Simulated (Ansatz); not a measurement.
# B2H6OSi: what the fields show

```xyz
10

O    -1.4114    0.9349   -1.6806
B    -0.7304    1.1583   -0.5285
B     0.6919    0.4085   -0.1131
Si    0.7648   -1.3461    0.8695
H    -2.2256    1.4397   -1.7469
H    -1.1893    1.9341    0.2861
H     1.7534    0.9244   -0.3315
H    -0.5362   -1.8005    1.4327
H     1.1929   -2.3502   -0.1517
H     1.7732   -1.3546    1.9667
```

Geometry: PBE0-D4/def2-TZVP.

Level of theory: RKS PBE0-D4/def2-TZVPP (Ansatz 0.2.0).

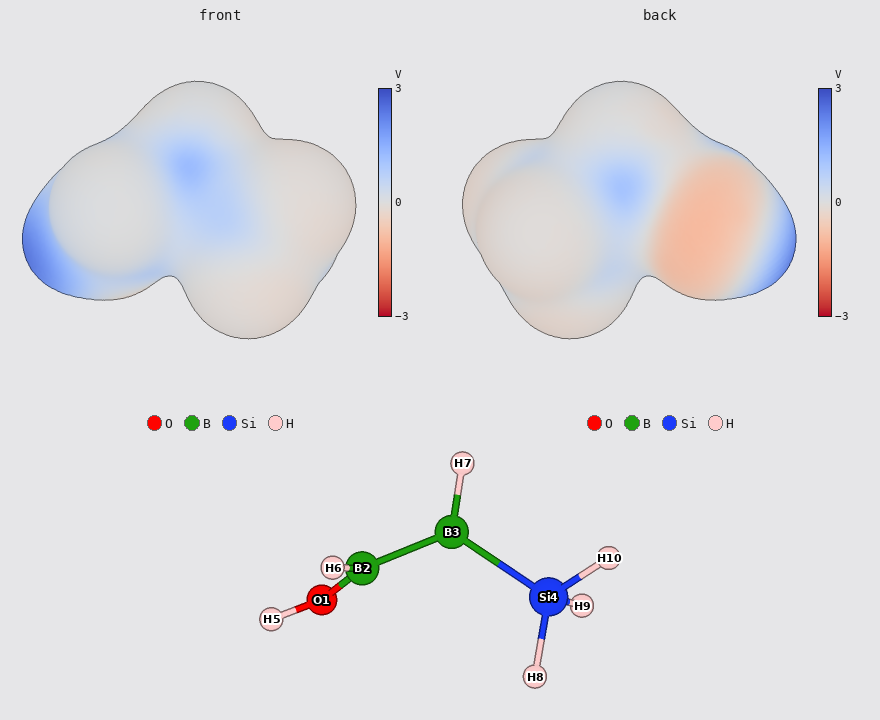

Figure 1. The electrostatic potential painted on the density surface at 0.001 e/bohr³, seen from the front and from behind; red is negative and blue positive. The bare structure is drawn below in the same view.

Where is the surface potential most negative and most positive?

The most negative region (about −0.9 V) lies over O1, the most positive (about +2.2 V) over H5.

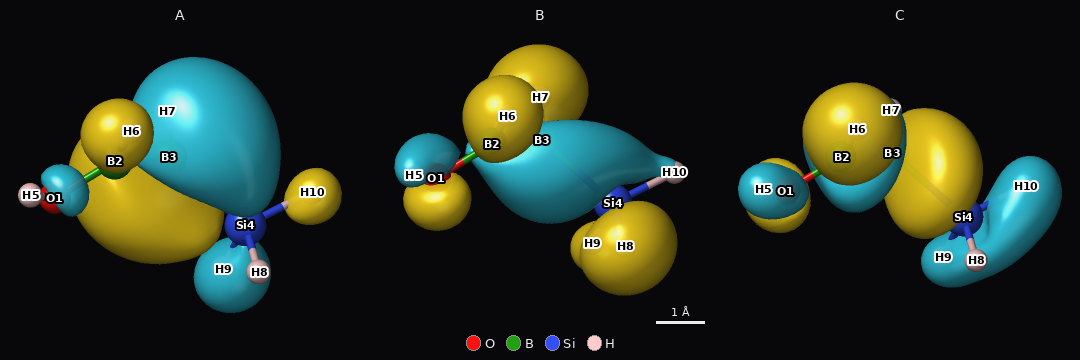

Figure 2. Three frontier orbitals at ±0.08 Å⁻³ᐟ² (yellow and cyan are the two phases), in no order.

Order the three orbitals by energy and name them.

B is the HOMO−1 (−8.64 eV). Its weight (Hirshfeld) is mainly on B3 (about 30 %), Si4 (about 20 %), H7 (about 15 %), B2 (about 10 %), H8 (about 10 %) and O1 (about 5 %). C is the HOMO (−7.69 eV). It lies mainly on B3 (about 30 %), B2 (about 20 %), Si4 (about 20 %), H6 (about 10 %) and O1 (about 10 %). A is the LUMO (−2.28 eV). Its weight (Hirshfeld) is mainly on B3 (about 55 %), Si4 (about 15 %) and B2 (about 10 %).

What is the HOMO–LUMO gap?

5.41 eV between the orbital energies.

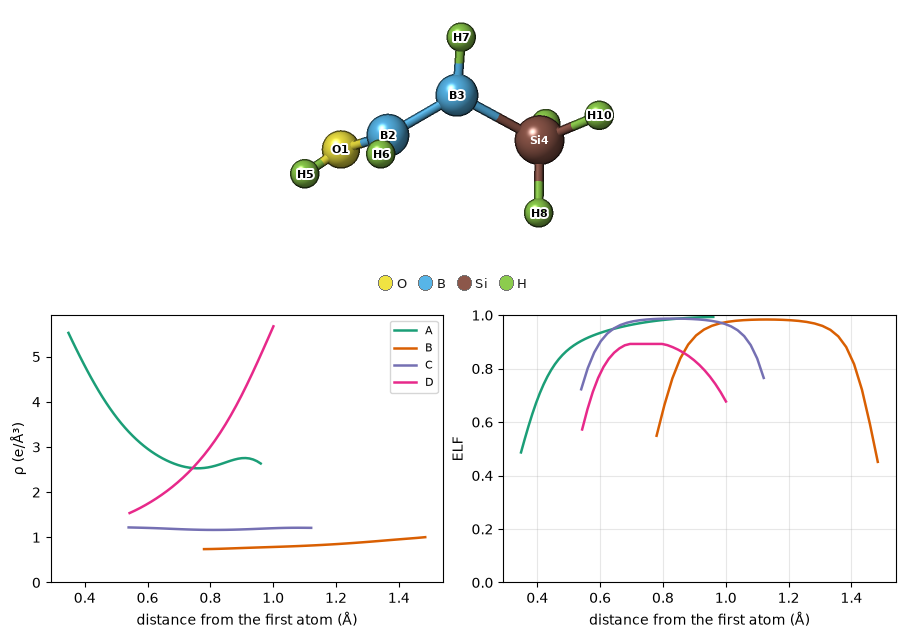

Figure 3. Electron density and ELF along straight lines between neighbouring atoms. The curves leave out the atomic cores. The structure is drawn too.

Which curve belongs to which contact (B–B, B–O, O–H and Si–B)? The first atom named is at distance zero.

Curve A: O–H (0.96 Å): ρ is about 3.9 e/Å³ halfway; the ELF climbs to about 1 towards the hydrogen, as it does in any bond to H (an ordinary covalent bond to hydrogen). Curve B: Si–B (2.01 Å): the density is about 0.79 e/Å³ at the midpoint; the ELF peaks at about 1 between the atoms; a shared electron pair. Curve C: B–B (1.66 Å): the density is about 1.2 e/Å³ at the midpoint; the ELF peaks at about 1 between the atoms (a shared electron pair). Curve D: B–O (1.36 Å): ρ is about 2.1 e/Å³ halfway; the ELF peaks at about 0.90 between the atoms (a polar covalent bond).
